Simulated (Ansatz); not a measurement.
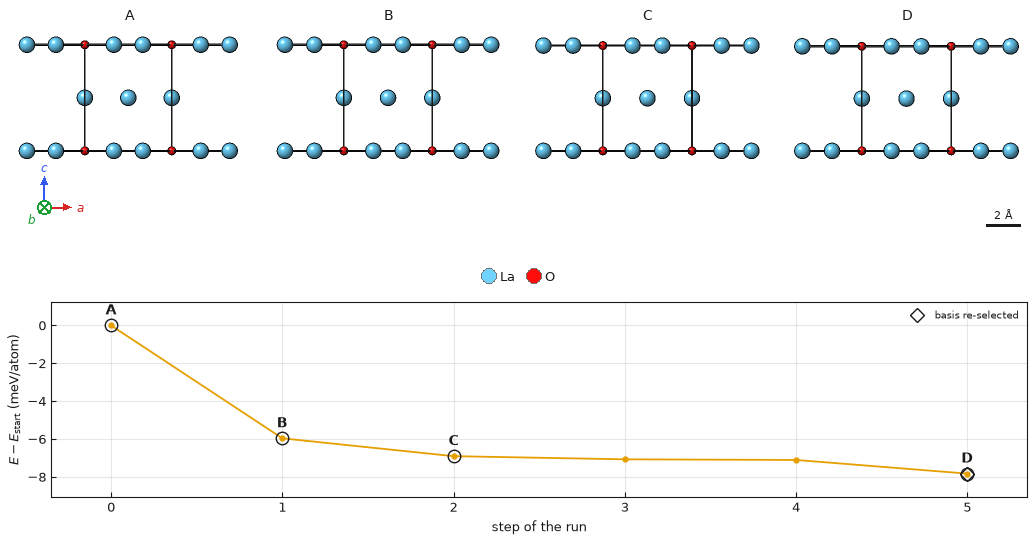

Frames of a relaxation of solid La5O (a generated structure, set up in P6/mmm), marked on the history of the run. A ball-and-stick model of the cell of the calculation, seen along the b axis.

Computed with DFT PBE, scalar-relativistic, plane waves, PAW in Ansatz 0.2.0.

The input:
```yaml
crystal:
  lattice:
    - [5.9928354234, 0.0, 0.0]
    - [-2.9964177117, 5.1899477174, 0.0]
    - [0.0, 0.0, 6.3381715704]
  atoms:
    - { symbol: La, position: [0.3333333333, 0.6666666667, 0.0] }
    - { symbol: La, position: [0.6666666667, 0.3333333333, 0.0] }
    - { symbol: La, position: [0.5, 0.0, 0.5] }
    - { symbol: La, position: [0.5, 0.5, 0.5] }
    - { symbol: La, position: [0.0, 0.5, 0.5] }
    - { symbol: O, position: [0.0, 0.0, 0.0] }
basis:
  ecutwfc: 420
kpoints:
  mp_grid: { grid: [6, 6, 6] }
hamiltonian:
  xc: pbe
scf:
  occupations: { method: gaussian, width: 0.1 }
output:
  forces: true
  stress: true
  eigenvalues: true
  write_density: true
  write_potential: true
  elf: true
  volumetric_format: npy
relax:
  adjacent_minimum: "off"
  f_tol: 0.01
  max_steps: 80
  cell: { stress_tol: 0.05 }
```

Command:
```bash
ansatz run input.yaml --threads 1 --pin off --max-ram 2560MiB --backend cpu --events-out ev --progress --plain --runs-dir out
```

Q: What happens along the run?

A: After 4 accepted moves (5 points after the start) the energy has fallen by 7.8 meV per atom. All forces vanish by symmetry, so only the cell relaxes. The pressure goes from 1.02 to 0.03 GPa. At 1 point the geometry stayed and the basis and grid were re-selected for the new cell (energy shift of 0.7 meV per atom at most each time). The atoms keep their places relative to the cell (all moves are under 0.005 Å). The drawn cell changes as follows: a = b 5.993 → 6.157 Å (+2.7 %), c 6.338 → 6.245 Å (−1.5 %); the volume changes by +4.0 %. Among the contacts that change: La1–O6 3.460 → 3.555 Å, La1–La2 3.460 → 3.555 Å, La3–La4 2.996 → 3.078 Å, La1–La3 3.611 → 3.593 Å. The space group stays P6/mmm (No. 191). Cost: 4.1 min on 1 thread of Intel(R) Xeon(R) Processor @ 2.50GHz (Skylake/Cascade Lake), on a shared host, peak memory 0.57 GiB. From step 0 to 1: volume +3.4 %, energy −6.0 meV per atom. From step 1 to 2: volume +0.9 %, energy −0.9 meV per atom. From step 2 to 5: volume −0.4 %, energy −0.9 meV per atom.

Limits of the set-up: layers or molecules are held without a dispersion correction, so their spacing is unreliable.
